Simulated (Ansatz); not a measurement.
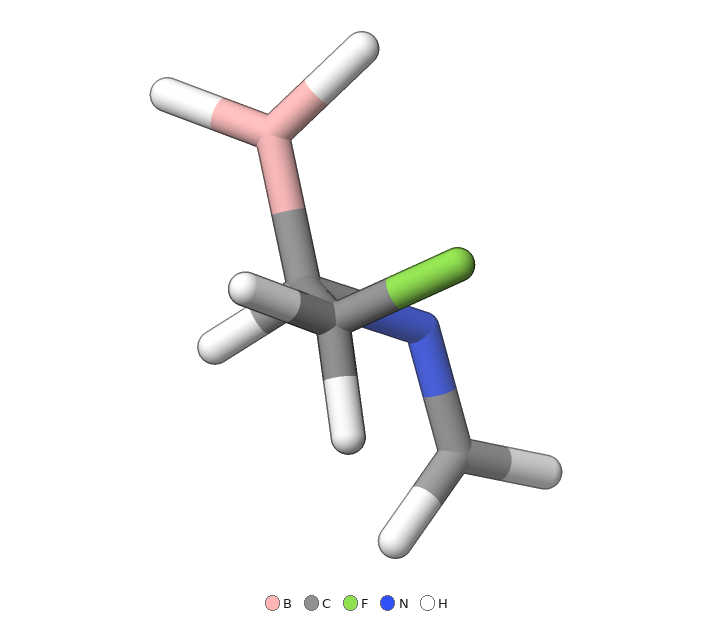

The structure as it stands in the input.

Input file:

```yaml
crystal:
  periodic: [false, false, false]
  atoms:
    - {symbol: B, position_ang: [-1.844600, -0.113300, 0.192400]}
    - {symbol: C, position_ang: [-0.352800, -0.262200, -0.170900]}
    - {symbol: C, position_ang: [0.401500, -0.716900, 1.053100]}
    - {symbol: F, position_ang: [0.492600, 0.267900, 2.046400]}
    - {symbol: N, position_ang: [0.174100, 0.986800, -0.691500]}
    - {symbol: C, position_ang: [1.296800, 1.094900, -1.294200]}
    - {symbol: H, position_ang: [-2.685800, -0.701900, -0.381200]}
    - {symbol: H, position_ang: [-2.187500, 0.739400, 0.986600]}
    - {symbol: H, position_ang: [-0.275100, -1.023900, -0.917000]}
    - {symbol: H, position_ang: [1.491000, -0.927100, 0.813000]}
    - {symbol: H, position_ang: [-0.011400, -1.655800, 1.496400]}
    - {symbol: H, position_ang: [1.928900, 0.207500, -1.453700]}
    - {symbol: H, position_ang: [1.592900, 2.070000, -1.664700]}
basis:
  gaussian: {orbitals: def2-SVP}
hamiltonian: {xc: pbe, dispersion: d4}
relax: {f_tol: 0.03, max_steps: 200}
```

It was started with:

```sh
ansatz run in.yaml --threads 4 --pin off --events-out ev --progress --plain --max-ram 10444MiB
```

What the program printed (its end):

```
mean field -8090.44166856 eV, -297.3182474214 hartree, gradient 2.6e-5 eV, S^2 0.000000; 1 other end points of the search recorded, 0 dependent functions left out
the calculation of the forces begins
reference -8090.44170479 eV, -297.3182487527 hartree; 23, 23 occupied and 96, 96 virtual orbitals, 1354 factors
Total energy: -8090.68946843 eV, -297.3273538986 hartree
Atom 0 at    -1.505543     0.064598     0.359312 Å, force    -0.004538    -0.001723    -0.002384 eV/Å
Atom 1 at     0.012712    -0.277418    -0.112854 Å, force    -0.008151    -0.010547     0.011507 eV/Å
Atom 2 at     0.346893    -0.874848     1.236691 Å, force    -0.022118     0.016557     0.016494 eV/Å
Atom 3 at    -0.809928    -0.477060     2.052850 Å, force     0.012545    -0.001375    -0.019838 eV/Å
Atom 4 at     0.796956     0.897519    -0.398436 Å, force     0.001814     0.005242    -0.012168 eV/Å
Atom 5 at     1.133889     1.136598    -1.604903 Å, force     0.010653    -0.000764    -0.001064 eV/Å
Atom 6 at    -2.351174    -0.791051     0.180318 Å, force    -0.003800     0.001606     0.001563 eV/Å
Atom 7 at    -1.826146     1.220572     0.536568 Å, force     0.002487    -0.002644     0.003474 eV/Å
Atom 8 at     0.036375    -1.043226    -0.927016 Å, force     0.002794     0.003961    -0.005222 eV/Å
Atom 9 at     1.234185    -0.429710     1.725349 Å, force     0.006095    -0.001857     0.000884 eV/Å
Atom 10 at     0.362344    -1.980406     1.270157 Å, force     0.009438    -0.006901    -0.000383 eV/Å
Atom 11 at     0.879917     0.466551    -2.464926 Å, force    -0.006225     0.000528    -0.000047 eV/Å
Atom 12 at     1.710119     2.053280    -1.838412 Å, force    -0.000995    -0.002082     0.007184 eV/Å
Dipole moment:     0.354603    -0.352617    -0.174692 e Å
```
